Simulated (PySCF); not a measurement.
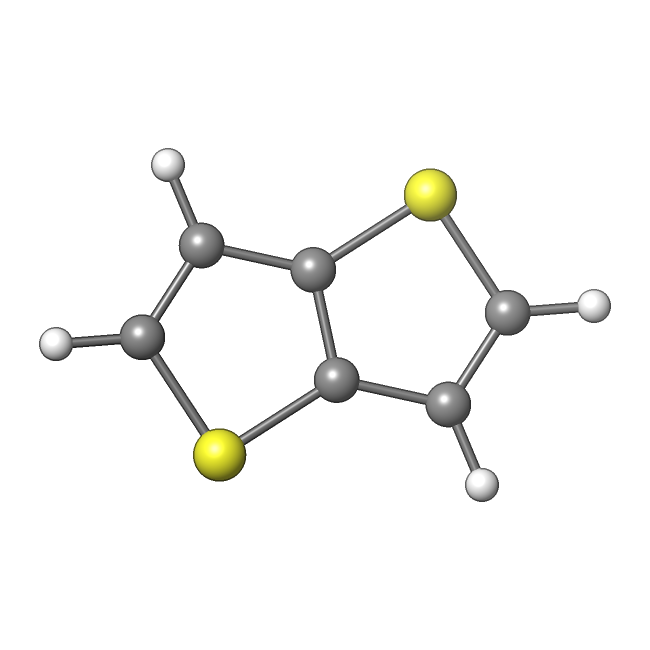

The picture shows a molecular structure as a ball-and-stick model. Every bond is drawn as one stick, whatever its order. Colours: carbon grey, sulfur yellow, hydrogen white.

Computed geometry: GFN2-xTB optimisation. No frequency run is at hand to confirm it as a minimum.

Question: Count the atoms of each element.

Answer: C₆H₄S₂, 12 atoms: 6 carbon, 4 hydrogen and 2 sulfur.

Question: Give a SMILES string for it.

Answer: c1cc2sccc2s1

Question: Which point group does it belong to?

Answer: C2h.

More results for the same structure follow; atom numbers are the same in all pictures, views and colours differ.

### Ring current

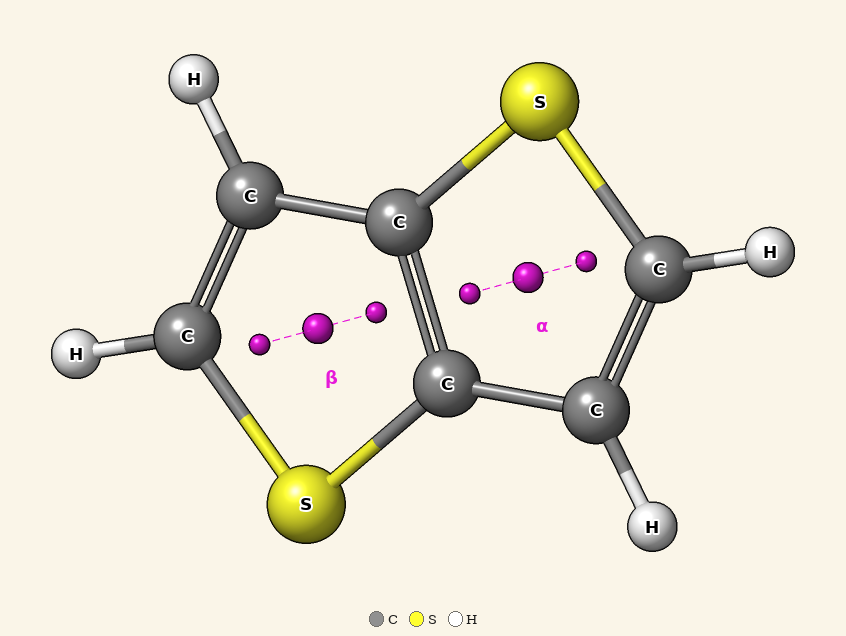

The small points mark where nucleus-independent chemical shifts (NICS) were computed: at the centre of each lettered ring and 1 Å above and below it. No frequency run is at hand to confirm it as a minimum. Level of theory: GIAO PBE0/pcSseg-1 NMR shielding, non-relativistic, gas phase (PySCF 2.14.0).

Give NICS(0), NICS(1) and the out-of-plane component NICS(1)zz for each ring (means of the two sides).

```
ring  members  NICS(0)  NICS(1)  NICS(1)zz
   α      C4S    −11.4    −10.3      −23.2
   β      C4S    −11.4    −10.3      −23.2
```

Values in ppm.

Question: What do the values say about the ring currents?

Answer: Ring α: diatropic, as in an aromatic ring. Ring β: diatropic, as in an aromatic ring. NICS is one index among several.

### Electronic properties

No frequency run is at hand to confirm it as a minimum. Level of theory: PBE0/pcSseg-1, gas phase (PySCF 2.14.0).

Question: Give the HOMO energy (Kohn–Sham orbital) at this level.

Answer: −6.39 eV.

Question: Give the LUMO energy (Kohn–Sham orbital) at this level.

Answer: −0.88 eV.

### NMR shielding

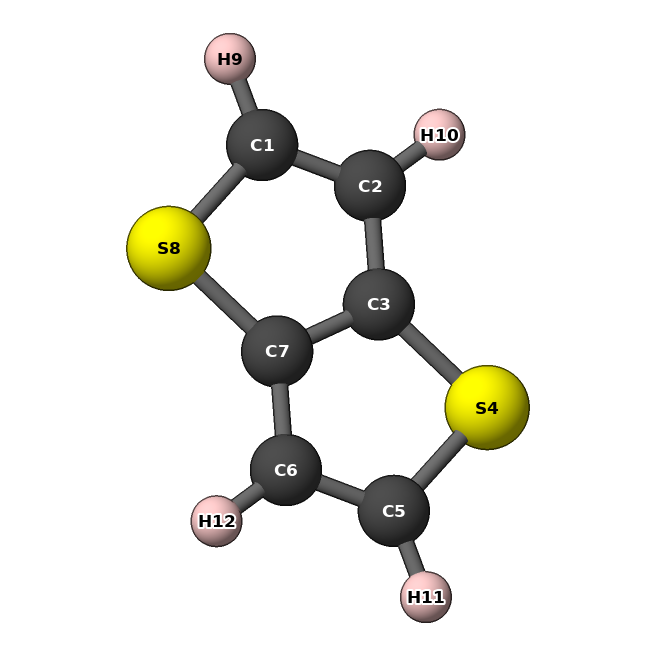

No frequency run is at hand to confirm it as a minimum. Properties computed with GIAO PBE0/pcSseg-1 NMR shielding, non-relativistic, gas phase (PySCF 2.14.0). Principal shieldings σ11 ≤ σ22 ≤ σ33, span Ω = σ33 − σ11, skew κ = 3(σiso − σ22)/Ω.

Give the shielding tensors of the C atoms.

```
  atom    σ11   σ22    σ33  σiso      Ω      κ
C1, C5  −33.7  58.7  130.3  51.7  164.0  −0.13
C2, C6  −18.8  49.9  158.4  63.2  177.2   0.23
C3, C7  −11.8  19.9  111.7  40.0  123.5   0.49
```

Shieldings and span in ppm.

### Quadrupole coupling

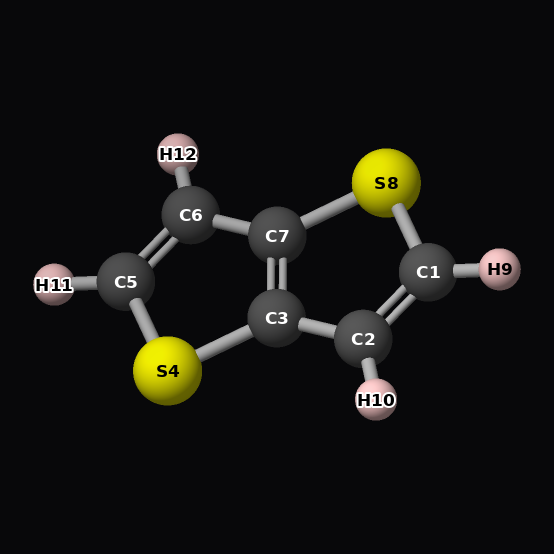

No frequency run is at hand to confirm it as a minimum. Electric field gradients from the ground-state density, PBE0/pcSseg-1 (PySCF 2.14.0), non-relativistic apart from any core potentials.

Give the largest field-gradient component, the quadrupole coupling constant and the asymmetry for 33S at S4 (Q = −67.81 mb), 2H at H9 (Q = 2.86 mb), 2H at H10 (Q = 2.86 mb).

| atom | V_zz (a.u.) | e²qQ/h (MHz) | η |
| --- | --- | --- | --- |
| S4 | 1.991 | −31.7 | 0.80 |
| H9 | 0.346 | 0.232 | 0.10 |
| H10 | 0.341 | 0.229 | 0.07 |
